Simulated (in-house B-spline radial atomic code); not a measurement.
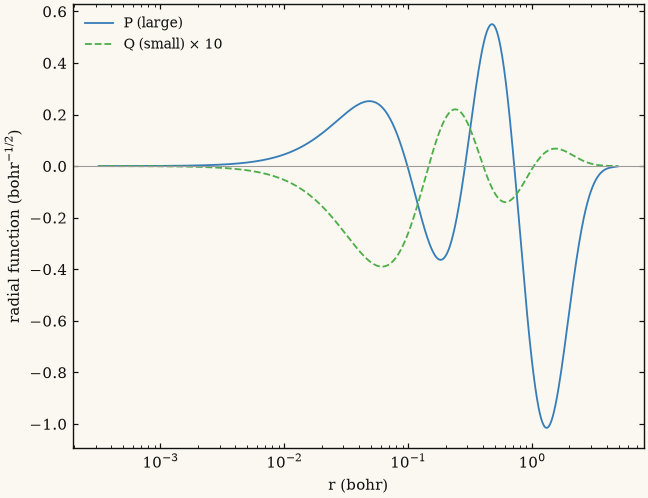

System: the europium ion Eu⁸⁺, configuration [Kr] 4d10 4f5 5s2 5p2 (open shells shared over both j by 2j + 1). Level of theory: Dirac-Hartree-Fock, average of configuration, Fermi nucleus, basis-set limit. Computed with an in-house B-spline radial code.

The plot shows the large and small radial components of one occupied spinor.

Q: Which spinor (n, l, j) is it?

Answer: It is 5p3/2. The spinor has κ = −2: the large component has l = 1 and 3 radial nodes (r = 0.0985, 0.288 and 0.718 bohr), the small one has l = 2. The small component carries 0.025 % of the norm; ⟨r⟩ = 1.40 bohr and the eigenvalue is −131.5 eV. The nodes of P give n − l − 1 and its extent picks the shell; Q has as many nodes as P for κ < 0 and one more for κ > 0.
